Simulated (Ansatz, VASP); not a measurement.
**TePb: VASP beside Ansatz**

Wanted: the spread between two codes on one cell, functional and k mesh.

Method: plane waves, with VASP 6.6.1 beside it; relaxation of cell and atoms at PBE with D3(BJ) and relaxation of cell and atoms at r2SCAN with rVV10, in Ansatz 0.2.0.

**1. Starting point**

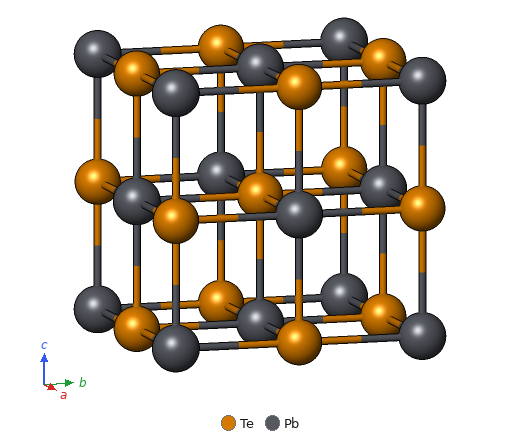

The cell as given, slightly off an axis (tellurium orange, lead dark grey). This picture shows the conventional cell, with its axes. Some periodic images of atoms are drawn too.

Coordinates:

```cif
data_structure
_symmetry_space_group_name_H-M 'Fm-3m'
_symmetry_Int_Tables_number 225
_cell_length_a 6.4620
_cell_length_b 6.4620
_cell_length_c 6.4620
_cell_angle_alpha 90.000
_cell_angle_beta 90.000
_cell_angle_gamma 90.000
_cell_volume 269.84
loop_
_atom_site_label
_atom_site_type_symbol
_atom_site_symmetry_multiplicity
_atom_site_Wyckoff_symbol
_atom_site_fract_x
_atom_site_fract_y
_atom_site_fract_z
_atom_site_occupancy
Te1 Te 4 b 0.50000 0.00000 0.00000 1
Pb1 Pb 4 a 0.00000 0.00000 0.00000 1
```

**2. Ansatz: relaxation of cell and atoms, PBE with D3(BJ)**

Ansatz runs on its default PAW (the set named soft_2) files.

The relaxed volume is the usual yardstick between codes: its relative difference is about their pressure difference at one cell divided by the bulk modulus.

Contents of input.yaml:

```yaml
crystal:
  lattice:
    - [0.0, 3.231, 3.231]
    - [3.231, 0.0, 3.231]
    - [3.231, 3.231, 0.0]
  atoms:
    - { symbol: Te, position: [0.5, 0.5, 0.5] }
    - { symbol: Pb, position: [0.0, 0.0, 0.0] }
hamiltonian:
  xc: pbe
  pseudopotentials: { kind: paw }
  dispersion: d3bj
kpoints:
  mp_grid: { grid: [5, 5, 5] }
scf:
  occupations: { method: fermi_dirac, width: 0.05 }
relax:
  f_tol: 0.01
  max_steps: 60
  cell: { stress_tol: 0.05 }
output:
  forces: true
  stress: true
  write_density: true
  write_potential: true
  elf: true
  volumetric_format: npy
```

Command:

```
$ ansatz run input.yaml --threads 4 --pin off --max-ram 9216MiB --backend cpu --events-out ev --progress --plain --runs-dir out
```

Numbers of over 12 decimals in the logs are rounded to 6 here.

Output:

```text
Engine: ansatz 0.2.0, x86_64-unknown-linux-gnu
Pseudopotentials: kind: paw
Pseudopotential: Te, paw, valence charge 16, recommended cutoff 420 eV (normal), Te.paw.azcp
Pseudopotential: Pb, paw, valence charge 14, recommended cutoff 420 eV (normal), Pb.paw.azcp
Functional definition: PBE
  parameter kappa = 0.804
  parameter beta = 0.066725
  exchange = pbe_x(kappa = kappa, mu = beta*pi^2/3)
  correlation = pbe_c(beta = beta)
Crystal: 2 atoms, lattice volume = 67.459 Å³
Basis set: ecut = 420 eV, 1363 PW (Γ), exchange–correlation on 64×64×64 points (8 copies of the dense FFT grid, shifted against one another)
Bands: 19, of which v1, the nominal top of the filled ones, is band 15 counted from 1 (14 counted from 0)
Symmetry: 48 space group operations
Space group: Fm-3m (ITA 225), of the structure as read, at distance tolerance 4.1e-5 Å
k-points: 10 of 125
Non-local potential: Te, projectors of the file, l = 0: 2, l = 1: 2, l = 2: 2, l = 3: 2
Non-local potential: Pb, projectors of the file, l = 0: 2, l = 1: 2, l = 2: 2, l = 3: 2
PAW form: soft (Blöchl's): semilocal exchange-correlation on the pseudo side does not see the compensation charge
PAW one-centre angular grid: Te, 590 points (default); XC on 64 Gauss nodes
PAW one-centre angular grid: Pb, 590 points (default); XC on 64 Gauss nodes
Initial density: superposition of atomic densities (neutral atoms: chi_scale 0, normalization atom), corrected by the library's trained network
Initial wavefunctions: pseudopotential atomic-orbital guess
Functional: x = pbe(κ = 0.804, μ = 0.219515), c = pbe(β = 0.066725)
SCF iter   1: F=—  HF=-18887.972419 eV  |F-HF|=—  |Δ(HF+E_count)|=         —  Δρ=5.29e-4  dr2=1.95e-4  ethr=1.77e-3  ⟨swp⟩=6.4  Hψ=963  notcnv=0
preconditioner: auto → none  [insulator: Δε(μ)=1.203 eV  Ē_g=14.745 eV  σ=0.050 eV  W_gap=1.00  n_scr=14 (ndim 8)  ℏωp=20.2 eV  f_vac=0.014  D(μ)=0.00/eV (n_scr^D=0)  ε∞_Penn≈2.9]
SCF iter   2: F=—  HF=-18887.970727 eV  |F-HF|=—  |Δ(HF+E_count)|=   1.69e-3  Δρ=3.69e-4  dr2=8.20e-5  ethr=6.51e-7  ⟨swp⟩=3.0  Hψ=512  notcnv=0
SCF iter   3: F=—  HF=-18887.970727 eV  |F-HF|=—  |Δ(HF+E_count)|=   2.98e-7  Δρ=1.68e-4  dr2=1.34e-5  ethr=2.73e-7  ⟨swp⟩=2.0  Hψ=278  notcnv=0
SCF iter   4: F=—  HF=-18887.970751 eV  |F-HF|=—  |Δ(HF+E_count)|=   2.43e-5  Δρ=5.40e-5  dr2=2.07e-6  ethr=4.47e-8  ⟨swp⟩=2.0  Hψ=340  notcnv=0
SCF iter   5: F=—  HF=-18887.970750 eV  |F-HF|=—  |Δ(HF+E_count)|=   9.33e-7  Δρ=2.28e-5  dr2=4.92e-7  ethr=6.89e-9  ⟨swp⟩=2.0  Hψ=340  notcnv=0
SCF iter   6: F=-18887.970750 eV  HF=-18887.970750 eV  |F-HF|=6.89e-8  |Δ(HF+E_count)|=   4.40e-8  Δρ=8.78e-6  dr2=5.94e-8  ethr=3.33e-10  ⟨swp⟩=7.1  Hψ=1261  notcnv=0
SCF 1 converged in 6 iterations: F = -18887.970750 eV  dr2 = 5.94e-8
  greatest PAW one-centre occupation: 0.998 electrons in one spin orbital (limit 2), on the Te atom at site 0 (counted from 0), in its partial waves of l = 2
relax step   1: F+E_penalty+E_count = -18887.97075016 eV  Δ(F+E_penalty+E_count) = +0.000e0 eV  max|allowed force component| = 1.486e-29 eV/Å  Δτ_max = 0.0000 Å  P = +0.150 GPa  Ω = 67.459 Å³  (6 SCF iters, dr2 threshold 1.00e-7 eV, accepted)
[...]
relax step   2: F+E_penalty+E_count = -18887.97080803 eV  Δ(F+E_penalty+E_count) = -5.787e-5 eV  max|allowed force component| = 4.575e-29 eV/Å  Δτ_max = 0.0000 Å  P = -0.043 GPa  Ω = 67.761 Å³  energy of the carried Pulay correction = -4.213e-5 eV  (4 SCF iters, dr2 threshold 5.60e-8 eV, accepted)
[...]
relax step   3: F+E_penalty+E_count = -18887.97084352 eV  Δ(F+E_penalty+E_count) = -3.550e-5 eV  max|allowed force component| = 4.865e-29 eV/Å  Δτ_max = 0.0000 Å  P = -0.043 GPa  Ω = 67.761 Å³  stress off target by 4.29e-2 GPa  SCF on the basis re-selected at this cell (its energy is not comparable with the rows above)  (5 SCF iters)
basis re-selected at this cell: Δ(F+E_penalty+E_count) = -3.550e-5 eV, ΔP = +0.000 GPa vs the last step (what re-selecting the basis moved, of the pressure what is left beyond the Pulay correction that the steps carried, after the strain that the cell walked since its last selection, with what the two solves' SCF thresholds leave and, on support functions, any second-order correction that the steps lacked; it is no m [...]
SCF converged after 5 iterations
Free energy (F): -18887.970844 eV
Harris-Foulkes:  -18887.970844 eV  (|F-HF|=7.28e-12)
Internal energy: -18887.970842 eV  (E = F + TS)
E sigma→0 (E₀):  -18887.970843 eV
Entropy (-TS):   -0.000001 eV (-0.001 meV/atom)
Fermi energy:    9.095071 eV
--- Per-component energies (eV) ---
  E_band       = -318.240420
  E_kinetic    = 468.240777
  E_local      = -2392.065479  (includes V_loc(G=0)·N_el)
  E_nonlocal   = 39.803684
  E_hartree    = 1257.563947
  E_xc         = -345.512718
  E_vxc        = -237.042483  (∫ρ·V_xc dr)
  E_paw        = -15066.529102  (= ΣΔE_a)
  E_vpaw       = -712.304614  (= ΣTr[D̂ρ^β])
  E_aug_tail   = -0.000165  (compensation charges beyond the density's cutoff)
  E_ewald      = -2848.670590
  E_disp       = -0.801196  (pairwise vdW)
  E_smearing   = -0.000001  (= −TS)
  E_closure    = 0.000000  (closes the sum)
  Σ components = -18887.970844   (vs F -18887.970844, Δ=0.00e0)
--- Forces (eV/Å), atoms counted from 1 ---
  atom   1  Te     0.00000000     0.00000000    -0.00000000
  atom   2  Pb    -0.00000000     0.00000000    -0.00000000
  max |Σ_I F_I| component: 8.78e-29 eV/Å
--- Stress (GPa, compression-positive) ---
       -0.042916       0.000000      -0.000000
       -0.000000      -0.042916       0.000000
       -0.000000      -0.000000      -0.042916
  P = ⅓ Tr σ = -0.0429 GPa (-0.429 kbar)
--- Band table (eV; the first three rows and the last of 10) ---
  k-point 0: bands = [... 11 lower, 3.0287, 7.2958, 7.2958, 7.2958, 12.7019, 12.7019, 12.7019, 14.4576]
  k-point 1: bands = [... 11 lower, 2.0487, 7.3990, 7.3990, 7.8018, 11.2104, 11.4945, 11.4945, 14.3827]
  k-point 2: bands = [... 11 lower, 0.4359, 7.6764, 7.6764, 8.4524, 9.6803, 10.1354, 10.1354, 15.9777]
  k-point 9: bands = [... 11 lower, 0.6775, 5.2542, 5.2572, 7.9450, 10.5582, 13.3308, 13.4878, 14.8004]
--- Relaxed structure (2 steps of the walk, 2 accepted, 1 SCFs on fresh bases) ---
  F+E_penalty+E_count = -18887.97084352 eV   max|allowed force component| = 4.865e-29 eV/Å   (the final SCF, on the basis selected at the relaxed cell)
  cell:  # Å, volume = 67.7614 Å³
    - [0, 3.235819, 3.235819]
    - [3.235819, 0, 3.235819]
    - [3.235819, 3.235819, 0]
  atoms:
    - { symbol: Te, position: [0.500000, 0.500000, 0.500000] }
    - { symbol: Pb, position: [0, 0, 0] }
```

Elapsed: 1.9 s, on 4 threads of Intel Xeon Platinum 8488C (Sapphire Rapids), shared host; peak memory 0.43 GiB.

**3. VASP: relaxation of cell and atoms, PBE with D3(BJ)**

The same cell, functional, mesh and smearing now go to VASP, with its own data sets and cutoff.

Lines of VASP's logs that name or quote its potential files are left out, and so is its time.

Contents of INCAR:

```
SYSTEM = TePb
PREC = Accurate
ENCUT = 520
EDIFF = 1E-06
NELM = 100
ISMEAR = -1
SIGMA = 0.05
LREAL = .FALSE.
ALGO = Normal
GGA = PE
IVDW = 12
NBANDS = 16
LORBIT = 11
LWAVE = .FALSE.
LCHARG = .FALSE.
KPAR = 2
IBRION = 2
NSW = 60
ISIF = 3
EDIFFG = -0.01
```

Contents of POSCAR:

```
TePb
1.0
    0.0000000000      3.2310000000      3.2310000000
    3.2310000000      0.0000000000      3.2310000000
    3.2310000000      3.2310000000      0.0000000000
Te Pb
1 1
Direct
    0.5000000000      0.5000000000      0.5000000000
    0.0000000000      0.0000000000      0.0000000000
```

Contents of KPOINTS:

```
Automatic mesh
0
Gamma
5 5 5
0 0 0
```

PAW data sets: Te and Pb_d (PBE family, release 64).

Command:

```
$ mpirun -np 2 vasp_std
```

Output:

```text
[banner, memory and clock lines left out]
running    2 mpi-ranks, on    1 nodes
 distrk:  each k-point on    1 cores,    2 groups
 distr:  one band on    1 cores,    1 groups

 POSCAR found type information on POSCAR TePb
 POSCAR found :  2 types and       2 ions
 LDA part: xc-table for (Slater+PW92), standard interpolation
 POSCAR, INCAR and KPOINTS ok, starting setup
 FFT: planning ... GRIDC
 FFT: planning ... GRID_SOFT
 FFT: planning ... GRID
 WAVECAR not read
 entering main loop
       N       E                     dE             d eps       ncg     rms          rms(c)
DAV:   1     0.148036662853E+03    0.14804E+03   -0.93733E+03   328   0.120E+03
DAV:   2     0.206340760530E+01   -0.14597E+03   -0.14158E+03   344   0.305E+02
DAV:   3    -0.737428550903E+01   -0.94377E+01   -0.94108E+01   424   0.826E+01
DAV:   4    -0.761647259180E+01   -0.24219E+00   -0.24216E+00   408   0.155E+01
DAV:   5    -0.762418849137E+01   -0.77159E-02   -0.77159E-02   464   0.229E+00    0.341E+00
DAV:   6    -0.750448947362E+01    0.11970E+00   -0.27988E-01   472   0.381E+00    0.212E+00
DAV:   7    -0.750099849021E+01    0.34910E-02   -0.82970E-02   400   0.147E+00    0.919E-01
DAV:   8    -0.750278117549E+01   -0.17827E-02   -0.96308E-03   392   0.102E+00    0.142E-01
DAV:   9    -0.750271773617E+01    0.63439E-04   -0.11871E-03   464   0.375E-01    0.561E-02
DAV:  10    -0.750274519239E+01   -0.27456E-04   -0.15332E-04   368   0.101E-01    0.198E-02
DAV:  11    -0.750275161909E+01   -0.64267E-05   -0.32585E-05   424   0.440E-02    0.151E-02
DAV:  12    -0.750275143892E+01    0.18017E-06   -0.16552E-06   320   0.949E-03
   1 F= -.83074182E+01 E0= -.83074174E+01  d E =-.830742E+01
 curvature:   0.00 expect dE= 0.000E+00 dE for cont linesearch  0.000E+00
 trial: gam= 0.00000 g(F)=  0.272E-60 g(S)=  0.109E-03 ort = 0.000E+00 (trialstep = 0.100E+01)
 search vector abs. value=  0.109E-03
 bond charge predicted
       N       E                     dE             d eps       ncg     rms          rms(c)
DAV:   1    -0.750656969426E+01   -0.38181E-02   -0.43929E-02   408   0.339E+00    0.202E-01
DAV:   2    -0.750537003873E+01    0.11997E-02   -0.23102E-03   400   0.800E-01    0.749E-02
DAV:   3    -0.750515332833E+01    0.21671E-03   -0.88211E-04   408   0.449E-01    0.154E-02
DAV:   4    -0.750515225268E+01    0.10756E-05   -0.15096E-05   344   0.376E-02    0.116E-02
DAV:   5    -0.750514967847E+01    0.25742E-05   -0.38657E-06   376   0.178E-02    0.306E-03
DAV:   6    -0.750514961274E+01    0.65732E-07   -0.27531E-07   176   0.832E-03
   2 F= -.83074732E+01 E0= -.83074724E+01  d E =-.549958E-04
 trial-energy change:   -0.000055  1 .order   -0.000047   -0.000109    0.000015
 step:   0.9100(harm=  0.8789)  dis= 0.00000  next Energy=    -8.307474 (dE=-0.557E-04)
 reached required accuracy - stopping structural energy minimisation
```

OUTCAR, selected parts (step 3):

```text
ion  position               nearest neighbor table
   1  0.500  0.500  0.500-   2 3.23   2 3.23   2 3.23   2 3.23   2 3.23   2 3.23
   2  0.000  0.000  0.000-   1 3.23   1 3.23   1 3.23   1 3.23   1 3.23   1 3.23

  LATTYP: Found a face centered cubic cell.
 ALAT       =     6.4620000000

 Subroutine GETGRP returns: Found 48 space group operations
 (whereof 48 operations were pure point group operations)

The static configuration has the point symmetry O_h .

 Found     10 irreducible k-points:

   k-points           NKPTS =     10   k-points in BZ     NKDIM =     10   number of bands    NBANDS=     16

   dimension x,y,z NGX =    36 NGY =   36 NGZ =   36
   dimension x,y,z NGXF=    72 NGYF=   72 NGZF=   72

   ENCUT  =  520.0 eV  38.22 Ry    6.18 a.u.   8.50  8.50  8.50*2*pi/ulx,y,z

   NELECT =      20.0000    total number of electrons

 k-points in reciprocal lattice and weights: Automatic mesh
   0.00000000  0.00000000  0.00000000       0.008
   0.20000000  0.00000000  0.00000000       0.064
   0.40000000  0.00000000  0.00000000       0.064
   0.20000000  0.20000000  0.00000000       0.048
   0.40000000  0.20000000  0.00000000       0.192
  -0.40000000  0.20000000  0.00000000       0.192
  -0.20000000  0.20000000  0.00000000       0.096
   0.40000000  0.40000000  0.00000000       0.048
  -0.40000000  0.40000000  0.00000000       0.096
  -0.40000000  0.40000000  0.20000000       0.192

 Edisp (eV)   -0.80467

 average (electrostatic) potential at core
       1 -88.2474       2 -91.6845

 E-fermi :   6.0512

 k-point     1 :       0.0000    0.0000    0.0000
  band No.  band energies     occupation
    ...
      6      -6.4083      2.00000
      7      -0.0152      2.00000
      8       4.2512      2.00000
      9       4.2512      2.00000
     10       4.2512      2.00000
     11       9.6622      0.00000
     12       9.6622      0.00000
     13       9.6622      0.00000
     14      11.3897      0.00000
     15      11.3897      0.00000
    ...

 k-point     2 :       0.2000    0.0000    0.0000
  band No.  band energies     occupation
    ...
      6      -6.0719      2.00000
      7      -0.9997      2.00000
      8       4.3547      2.00000
      9       4.3547      2.00000
     10       4.7585      2.00000
     11       8.1671      0.00000
     12       8.4502      0.00000
     13       8.4502      0.00000
     14      11.3271      0.00000
     15      12.1042      0.00000
    ...

 k-point     3 :       0.4000    0.0000    0.0000
  band No.  band energies     occupation
    ...
      6      -5.2301      2.00000
      7      -2.6209      2.00000
      8       4.6332      2.00000
      9       4.6332      2.00000
     10       5.4083      1.99999
     11       6.6364      0.00002
     12       7.0891      0.00000
     13       7.0891      0.00000
     14      12.9293      0.00000
     15      13.9744      0.00000
    ...

 Edisp (eV)   -0.80232

  Total      -0.00535    -0.00535    -0.00535    -0.00000     0.00000     0.00000
  in kB      -0.12682    -0.12682    -0.12682    -0.00000     0.00000     0.00000
  external pressure =       -0.13 kB  Pullay stress =        0.00 kB

  energy-cutoff  :      520.00
  volume of cell :       67.65
      direct lattice vectors                 reciprocal lattice vectors
    -0.000000000  3.234029393  3.234029393    -0.154605892  0.154605892  0.154605892
     3.234029393 -0.000000000  3.234029393     0.154605892 -0.154605892  0.154605892
     3.234029393  3.234029393  0.000000000     0.154605892  0.154605892 -0.154605892

 POSITION                                       TOTAL-FORCE (eV/Angst)
 -----------------------------------------------------------------------------------
      3.23403      3.23403      3.23403         0.000000     -0.000000     -0.000000
      3.23403      3.23403      0.00000        -0.000000      0.000000      0.000000
 -----------------------------------------------------------------------------------
    total drift:                                0.000000      0.000000      0.000000

  FREE ENERGIE OF THE ION-ELECTRON SYSTEM (eV)
  ---------------------------------------------------
  free  energy   TOTEN  =        -8.3074731502 eV

  energy  without entropy=       -8.3074717456  energy(sigma->0) =       -8.30747245

 reached required accuracy - stopping structural energy minimisation

 total charge
# of ion       s       p       d       tot
------------------------------------------
    1        1.375   2.001   0.018   3.394
    2        1.460   0.577   9.833  11.871
--------------------------------------------------
tot          2.836   2.578   9.851  15.265

[... 3 further parts left out ...]
```

CONTCAR:

```
TePb
   1.00000000000000
    -0.0000000000000000    3.2340293929201600    3.2340293929201600
     3.2340293929201600   -0.0000000000000000    3.2340293929201600
     3.2340293929201600    3.2340293929201600    0.0000000000000000
  Te              Pb
     1     1
Direct
     0.5000000000000000    0.5000000000000000    0.5000000000000000
     0.0000000000000000    0.0000000000000000    1.0000000000000000
```

**4. Side by side**

Known differences besides the PAW data sets themselves: both relaxations stop at a tolerance, which leaves soft axes loose, and VASP keeps its plane-wave basis; the data sets hold 30 valence electrons in Ansatz (default PAW (the set named soft_2) files) and 20 in VASP; the cutoff is 420 eV in Ansatz and 520 eV in VASP; VASP leaves aspherical gradient terms in its spheres out (LASPH is not set), Ansatz keeps them; Ansatz adds a Pulay correction to the stress that steers its cell, VASP none. Total energies have different zeros and are not compared.

The two programs side by side:

```
                                         quantity  Ansatz   VASP  difference
                                      volume (Å³)   67.76  67.65     +0.17 %
edge a after relaxation, in the typed setting (Å)   4.576  4.574     +0.05 %
```

The walks stopped with -0.04 GPa left in Ansatz and -0.01 GPa in VASP; each walk ends within a tolerance, so the volume difference is uncertain by about these residues over the bulk modulus, most in soft cells.

(Continued in part 2 of 2.)

[Lines on the potential files, build, host, timing and source positions are cut from VASP's logs without a mark.]

[Logs are printed without paths, hosts, clocks, repeated set-up lines and the standing remarks that a program may print on its own settings, such as how far it seeks lower states.]

[Hosts, paths, dates, database ids (printed as entryN), source tags and the programs' standing remarks are cut or masked in the printed files.]
